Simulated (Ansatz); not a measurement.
# Ge(CF3)2H2 (C2H2F6Ge): the relaxed shape and its frontier levels

Aim: characterise Ge(CF3)2H2 (C2H2F6Ge) as a singlet: its structure, frontier levels and distribution of charge.

The runs use Ansatz 0.2.0, Gaussian basis; RKS PBE0-D4/def2-TZVP.

The runs, in order: relaxation at r2SCAN-D4/def2-SVP; a single point at PBE0-D4/def2-TZVP.

3 further runs of the same task are left out: 1 that didn't finish, 2 set aside as unsound or not needed.

## Step 1: Where the work starts

11 atoms, charge 0, spin multiplicity 1.

Atoms are counted from 1 here; the program's logs count them from 0.

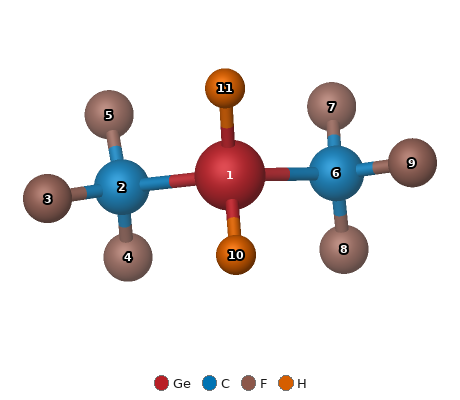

As it starts; germanium red, carbon blue, fluorine brown, hydrogen orange; atoms are numbered from 1 in the order of the file.

The start is a GFN2-xTB geometry.

## Step 2: Relaxation at r2SCAN-D4/def2-SVP

Contents of in.yaml:

```yaml
crystal:
  periodic: [false, false, false]
  atoms:
    - {symbol: Ge, position_ang: [-0.724510, 0.009660, -0.514280]}
    - {symbol: C, position_ang: [-0.672930, -0.016700, 1.499780]}
    - {symbol: F, position_ang: [-1.901570, 0.124210, 2.020570]}
    - {symbol: F, position_ang: [0.077580, 0.973930, 1.995620]}
    - {symbol: F, position_ang: [-0.179450, -1.168600, 1.970360]}
    - {symbol: C, position_ang: [1.192810, 0.010860, -1.131680]}
    - {symbol: F, position_ang: [1.863120, -1.056350, -0.678650]}
    - {symbol: F, position_ang: [1.849460, 1.102010, -0.719400]}
    - {symbol: F, position_ang: [1.276690, -0.013870, -2.470080]}
    - {symbol: H, position_ang: [-1.386730, 1.272830, -0.970960]}
    - {symbol: H, position_ang: [-1.394470, -1.237980, -1.001270]}
basis:
  gaussian: {orbitals: def2-SVP}
hamiltonian: {xc: r2scan, dispersion: d4}
scf: {lower_state_search: "off"}
output: {orbitals: {seedname: orbitals}}
relax: {f_tol: 0.02, max_steps: 100}
```

Started as:

```
ansatz run in.yaml --threads 4 --pin off --events-out ev --progress --plain --max-ram 4787MiB
```

Output (excerpt; [...] marks lines left out):

```text
Functional definition: r2SCAN
  name "r2SCAN"
  cite "Furness, Kaplan, Ning, Perdew & Sun, J. Phys. Chem. Lett. 11, 8208 (2020) doi:10.1021/acs.jpclett.0c02405"
  cite "Furness, Kaplan, Ning, Perdew & Sun, J. Phys. Chem. Lett. 11, 9248 (2020) doi:10.1021/acs.jpclett.0c03077"
  parent r2scan
[...]
1671 factors; their error is unknown
[...]
mean field -74896.50587698 eV, -2752.3958243040 hartree, gradient 1.6e-6 eV, S^2 0.000000; 0 other end points of the search recorded, 0 dependent functions left out
[...]
reference -74896.50588423 eV, -2752.3958245704 hartree; 50, 50 occupied and 104, 104 virtual orbitals, 1671 factors
relax step   1: F+E_penalty+E_count = -74896.57146744 eV  Δ(F+E_penalty+E_count) = +0.000e0 eV  max|allowed force component| = 7.933e-1 eV/Å  Δτ_max = 0.0000 Å  (17 SCF iters, accepted)
[...]
relax step   3: F+E_penalty+E_count = -74896.60484991 eV  Δ(F+E_penalty+E_count) = -2.537e-3 eV  max|allowed force component| = 2.090e-2 eV/Å  Δτ_max = 0.0084 Å  (20 SCF iters, accepted)
[...]
relax step   4: F+E_penalty+E_count = -74896.60496008 eV  Δ(F+E_penalty+E_count) = -1.102e-4 eV  max|allowed force component| = 7.968e-3 eV/Å  Δτ_max = 0.0057 Å  (21 SCF iters, accepted)
Total energy: -74896.60496733 eV, -2752.3994658073 hartree
Atom 0 at    -0.715657     0.010806    -0.507762 Å, force    -0.005067     0.001244    -0.003614 eV/Å
Atom 1 at    -0.661336    -0.017766     1.482494 Å, force    -0.007968    -0.003580     0.003247 eV/Å
Atom 2 at    -1.896525     0.114311     2.003804 Å, force     0.003744    -0.003872     0.001480 eV/Å
Atom 3 at     0.092551     0.985305     1.966295 Å, force    -0.001009     0.002402    -0.000765 eV/Å
Atom 4 at    -0.147959    -1.171060     1.945856 Å, force     0.003772     0.004437    -0.001540 eV/Å
Atom 5 at     1.180841     0.008998    -1.113768 Å, force     0.001930    -0.002486    -0.004308 eV/Å
Atom 6 at     1.844786    -1.063263    -0.646101 Å, force    -0.001840     0.002102     0.001505 eV/Å
Atom 7 at     1.833495     1.106141    -0.691686 Å, force    -0.000161    -0.001889     0.000044 eV/Å
Atom 8 at     1.260921    -0.018379    -2.458238 Å, force     0.002291    -0.000922     0.001080 eV/Å
Atom 9 at    -1.386367     1.301025    -0.972588 Å, force     0.003760    -0.002204     0.002374 eV/Å
Atom 10 at    -1.404750    -1.256116    -1.008296 Å, force     0.000548     0.004768     0.000497 eV/Å
Dipole moment:    -0.343962     0.005477    -0.243996 e Å
Checks for a lower state left out: stability, starts, cluster_reference, orbital_swaps, neighbouring_geometries, increment
```

Run time: 9 s. Hardware: 4 threads of Arm Neoverse V2, shared host.

Along the way:

```csv
step,energy from step 1 (eV),largest force component (eV/Å)
1,0.0000,0.7933
2,-0.0308,0.2571
3,-0.0334,0.0209
4,-0.0335,0.0080
```

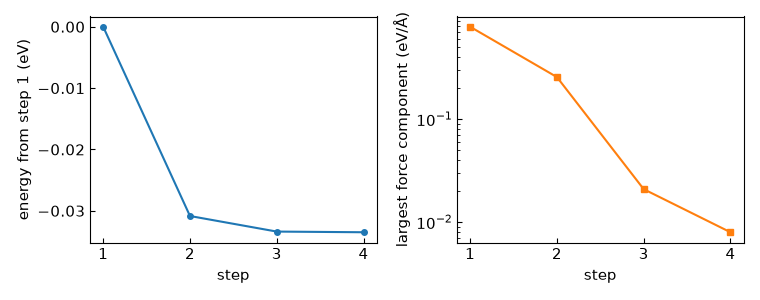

Energy and force, step by step.

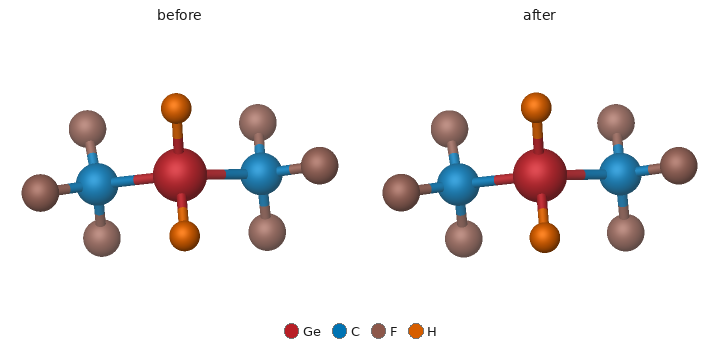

The geometry before (left) and after (right).

Distances of close pairs at the start and the end, largest changes first:

```csv
bond,before (Å),after (Å),change (Å)
Ge1–H10,1.498,1.527,+0.029
Ge1–H11,1.498,1.527,+0.029
Ge1–C2,2.015,1.991,-0.024
Ge1–C6,2.014,1.991,-0.023
C2–F4,1.338,1.345,+0.007
C2–F5,1.339,1.345,+0.006
C6–F8,1.339,1.345,+0.006
C6–F7,1.339,1.345,+0.006
```

Bonds by kind at the end (by distance):

```csv
bond,count,shortest (Å),longest (Å)
C–F,6,1.345,1.347
C–Ge,2,1.991,1.991
Ge–H,2,1.527,1.527
```

## Step 3: Single point, PBE0-D4/def2-TZVP

start.molden holds the orbitals of an earlier run on this state, given as this run's starting guess.

Contents of in.yaml:

```yaml
crystal:
  periodic: [false, false, false]
  atoms:
    - {symbol: Ge, position_ang: [-0.715657, 0.010806, -0.507762]}
    - {symbol: C, position_ang: [-0.661336, -0.017766, 1.482494]}
    - {symbol: F, position_ang: [-1.896525, 0.114311, 2.003804]}
    - {symbol: F, position_ang: [0.092551, 0.985305, 1.966295]}
    - {symbol: F, position_ang: [-0.147959, -1.171060, 1.945856]}
    - {symbol: C, position_ang: [1.180841, 0.008998, -1.113768]}
    - {symbol: F, position_ang: [1.844786, -1.063263, -0.646101]}
    - {symbol: F, position_ang: [1.833495, 1.106141, -0.691686]}
    - {symbol: F, position_ang: [1.260921, -0.018379, -2.458238]}
    - {symbol: H, position_ang: [-1.386367, 1.301025, -0.972588]}
    - {symbol: H, position_ang: [-1.404750, -1.256116, -1.008296]}
basis:
  gaussian: {orbitals: def2-TZVP, initial_orbitals: start.molden}
hamiltonian: {xc: pbe0, dispersion: d4}
scf: {omitted_lower_state_checks: [starts]}
output: {orbitals: {seedname: orbitals}}
```

Same command.

Output:

```text
Functional definition: PBE0
  name "PBE0"
  cite "Adamo & Barone, J. Chem. Phys. 110, 6158 (1999) doi:10.1063/1.478522"
  cite "Perdew, Burke & Ernzerhof, Phys. Rev. Lett. 77, 3865 (1996) doi:10.1103/PhysRevLett.77.3865"
  parent pbe
  parameter a = 0.25
  parameter kappa = 0.804
  parameter beta = 0.06672455060314922
  exchange = (1 - a)*pbe_x(kappa = kappa, mu = beta*pi^2/3) + a*exact_x
  correlation = pbe_c(beta = beta)
these checks for a lower state are left out or cut short: starts
1785 factors; their error is unknown
mean field evaluation 1: about -74899.2998 eV, gradient 3.2e2 eV
mean field evaluation 2: about -74908.5971 eV, gradient 9.2e0 eV
mean field evaluation 4: about -74909.1061 eV, gradient 4.8e-1 eV
mean field evaluation 8: about -74909.1064 eV, gradient 1.1e-5 eV
mean field -74909.10644102 eV, -2752.8588864915 hartree, gradient 1.1e-5 eV, S^2 0.000000; 0 other end points of the search recorded, 0 dependent functions left out
reference -74909.10646549 eV, -2752.8588873906 hartree; 50, 50 occupied and 258, 258 virtual orbitals, 1785 factors
Total energy: -74909.32558616 eV, -2752.8669399269 hartree
Checks for a lower state left out: starts
```

Wall time 6 s (4 threads of Arm Neoverse V2, shared host); peak memory 1.2 GiB.

From the report: HOMO -9.61 eV, LUMO 0.06 eV.

Mulliken charges, from this run's orbitals:

```csv
atom,value (e)
Ge1,0.04
C2,0.37
F3,-0.15
F4,-0.15
F5,-0.15
C6,0.37
F7,-0.15
F8,-0.15
F9,-0.15
H10,0.07
H11,0.07
```

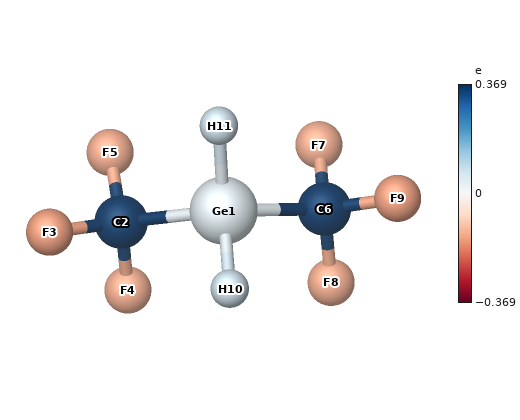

Mulliken charges, from this run's orbitals, as colours on the atoms.

Largest Mayer bond orders: C2–F4 1.12; C6–F8 1.12; C2–F5 1.12; C6–F7 1.12; C2–F3 1.11; C6–F9 1.11; Ge1–H10 0.94; Ge1–H11 0.94; Ge1–C2 0.91; Ge1–C6 0.91.

Orbitals, density, ELF and potential are computed afterwards from the orbital file.

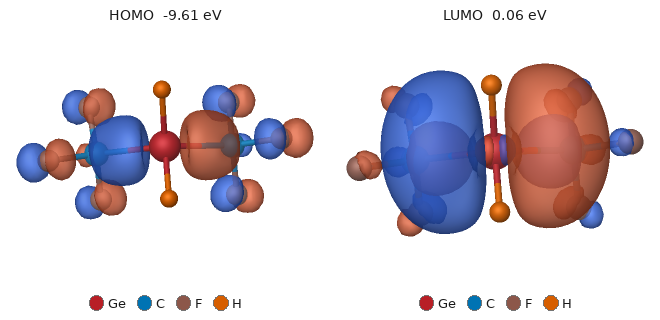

Frontier orbitals at PBE0-D4/def2-TZVP; each surface holds 70 % of the orbital's density, blue and red mark the sign.

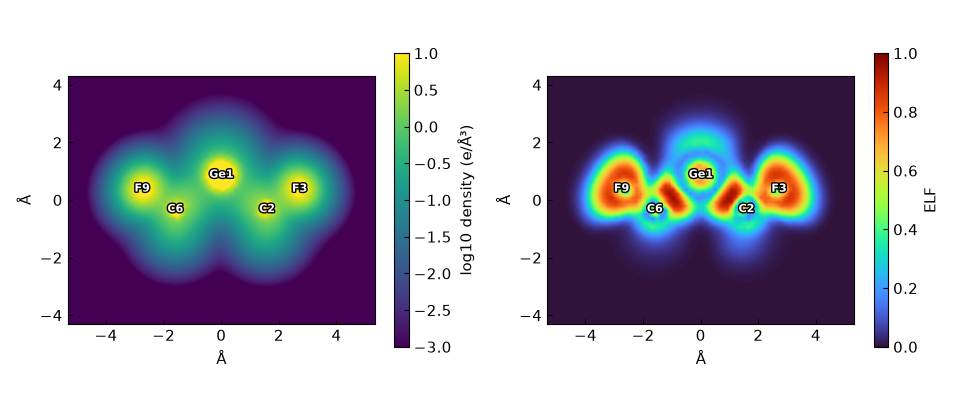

Density (left) and ELF (right) in a plane through or near 5 of the atoms.

## Step 4: Outcome

```
                       quantity                          value
                    point group                             C2
 commonest bond, hydrogen aside  C–F, 6 of mean length 1.346 Å
HOMO, LUMO at PBE0-D4/def2-TZVP                 -9.61, 0.06 eV
   dipole at r2SCAN-D4/def2-SVP                         2.03 D
```

The molecule keeps its bonding pattern by the stored test; the atoms moved 0.03 Å (rms). No usable vibrations, so a minimum isn't proven. The HOMO lies nearest to Ge1 18 %; C2, C6 about 17 % each and the LUMO to Ge1 21 %; H10, H11 about 20 % each. The point group is read from a loosely relaxed geometry; soft torsions can leave it below the true symmetry.
